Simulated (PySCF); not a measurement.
**Run report: C6H13PS, NMR shielding calculation**

C6H13PS, SMILES CCP1CCSCC1, computed with GIAO PBE0/pcSseg-1 NMR shielding, non-relativistic, IEF-PCM acetone (PySCF 2.14.0).

The geometry comes from this level: PBE0-D3(BJ)/def2-SVP. It belongs to a series of runs on one base structure; here: solvent acetone. Figures and captions count atoms from 1; the log counts them from 0 in places.

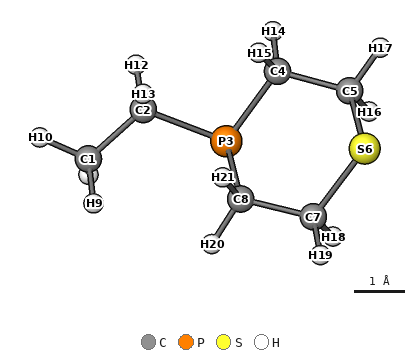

Fig. 1: The structure as given in the input (ball-and-stick view, seen at a tilt; atoms are numbered from 1 in the order of the input).

## Results in brief

```tsv
quantity	value
outcome	converged
total energy	−975.403303 hartree
HOMO	−6.46 eV
LUMO	1.06 eV
dipole moment	1.99 D
isotropic shielding, C	152.3 to 174.0 ppm
isotropic shielding, P	371.5 ppm
isotropic shielding, S	511.3 ppm
isotropic shielding, H	28.5 to 30.4 ppm
hardware	1 CPU thread, shared host
wall time	40 s
peak memory	1.2 GiB
```

## The input
```
{"job": {"kind": "nmr", "xc": "PBE0", "basis": "pcSseg-1", "solvent": "acetone", "pop": true}, "charge": 0, "multiplicity": 1}
C      2.928685     0.246684    -0.509348
C      1.719171    -0.611117    -0.165163
P      0.253362    -0.275204    -1.253970
C     -0.997056    -1.380360    -0.430203
C     -2.419112    -1.027576    -0.846477
S     -2.989098     0.572978    -0.206157
C     -1.751725     1.666777    -0.961399
C     -0.319964     1.350749    -0.548159
H      2.725959     1.317360    -0.349059
H      3.794767    -0.017789     0.116130
H      3.222544     0.119581    -1.562598
H      1.961738    -1.679477    -0.297310
H      1.431375    -0.480272     0.892919
H     -0.766996    -2.416434    -0.733098
H     -0.905114    -1.321240     0.667934
H     -2.522814    -1.037389    -1.944601
H     -3.138547    -1.759226    -0.447334
H     -1.861750     1.636554    -2.058719
H     -2.039805     2.678357    -0.635295
H      0.354335     2.135473    -0.929789
H     -0.242187     1.343220     0.552884
```

The first line tells a small driver script what to run in PySCF; the rest is the geometry in Å.

Command:
```bash
OMP_NUM_THREADS=1 python <driver script> task.json out
```

## Output
```
coarse grid: 17824 points
cycle   1  E = -975.3106081878  dE =  6.829e-01  |g| = 3.780e-01  |ddm| = 4.145e+00
cycle   2  E = -975.3093753767  dE =  1.233e-03  |g| = 3.970e-01  |ddm| = 7.530e-01
cycle   3  E = -975.3499214138  dE = -4.055e-02  |g| = 4.042e-02  |ddm| = 3.519e-01
cycle   4  E = -975.3502966077  dE = -3.752e-04  |g| = 1.624e-02  |ddm| = 7.572e-02
cycle   5  E = -975.3503542714  dE = -5.766e-05  |g| = 4.916e-03  |ddm| = 2.235e-02
cycle   6  E = -975.3503596248  dE = -5.353e-06  |g| = 1.464e-03  |ddm| = 5.761e-03
final grid: 160760 points
cycle   7  E = -975.4032759528  dE = -4.802e-05  |g| = 1.030e-02  |ddm| = 4.256e-02
cycle   8  E = -975.4032623914  dE =  1.356e-05  |g| = 1.271e-02  |ddm| = 1.964e-02
cycle   9  E = -975.4033029214  dE = -4.053e-05  |g| = 5.644e-04  |ddm| = 1.110e-02
cycle  10  E = -975.4033029868  dE = -6.539e-08  |g| = 2.613e-04  |ddm| = 8.881e-04
cycle  11  E = -975.4033030038  dE = -1.702e-08  |g| = 6.157e-05  |ddm| = 2.743e-04
cycle  12  E = -975.4033030047  dE = -9.018e-10  |g| = 1.827e-05  |ddm| = 7.402e-05
```

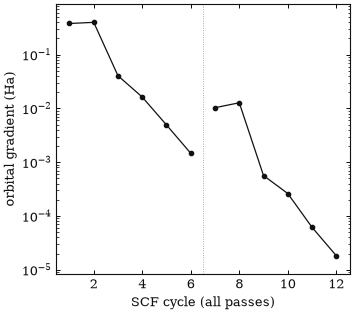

Fig. 2: Convergence of the self-consistent field: orbital gradient against the SCF cycle. The dotted line marks the change from a coarse to the final integration grid. The first 6 cycles use a coarse grid, the final grid takes over at cycle 7, and the field converges after 12 cycles in all.

```
converged SCF energy = -975.4033030047

GIAO shielding tensors (ppm)
atom      isotropic    diamagn.    paramagn.     s11        s22        s33       span
  0 C      174.004     245.392     -71.388    162.182    172.708    187.122     24.940
  1 C      157.101     253.655     -96.554    143.650    154.880    172.773     29.122
  2 P      371.482     967.841    -596.359    340.106    357.812    416.528     76.422
  3 C      153.583     252.773     -99.191    138.389    157.403    164.956     26.567
  4 C      152.337     247.800     -95.463    142.696    150.672    163.643     20.946
  5 S      511.289    1054.933    -543.644    407.384    488.578    637.906    230.522
  6 C      152.351     247.378     -95.027    142.231    150.786    164.036     21.805
  7 C      153.755     252.749     -98.994    134.167    155.964    171.134     36.967
  8 H       30.274      29.708       0.566     24.697     30.520     35.605     10.908
  9 H       29.947      26.996       2.951     24.828     26.868     38.147     13.319
 10 H       30.376      28.270       2.106     25.740     28.457     36.932     11.192
 11 H       29.821      31.924      -2.103     24.390     29.263     35.809     11.419
 12 H       29.886      33.242      -3.356     25.155     30.274     34.229      9.074
 13 H       29.355      31.375      -2.020     24.246     27.889     35.930     11.684
 14 H       29.793      31.894      -2.101     25.953     29.460     33.966      8.013
 15 H       28.459      28.793      -0.334     23.583     27.380     34.415     10.832
 16 H       28.633      28.008       0.625     22.301     26.711     36.886     14.585
 17 H       28.473      28.795      -0.322     23.475     27.510     34.434     10.960
 18 H       28.592      28.092       0.500     22.193     26.829     36.755     14.562
 19 H       29.161      31.657      -2.496     23.514     28.661     35.308     11.794
 20 H       29.949      31.985      -2.036     26.015     29.758     34.074      8.059
```

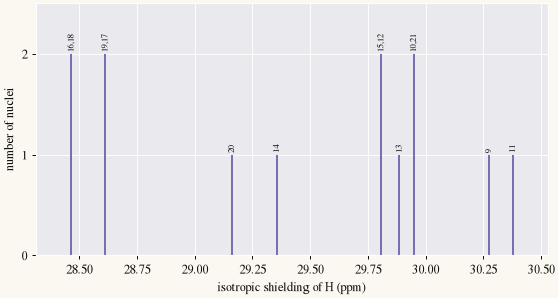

Fig. 3: Isotropic shieldings of the hydrogen nuclei in this fixed geometry, labelled by atom number; shielding grows to the right, so chemical shift grows to the left. The least shielded is H16 (28.5 ppm), the most shielded H11 (30.4 ppm).

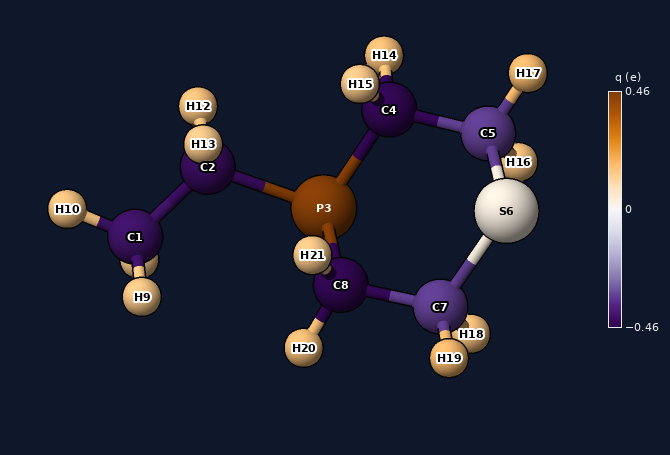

Fig. 4: IAO charges, as the colour of each atom (ball-and-stick view, seen at a tilt; atoms are numbered from 1 in the order of the input). By element: C −0.44 to −0.34, P +0.44, S +0.03 and H +0.13 to +0.17 e.
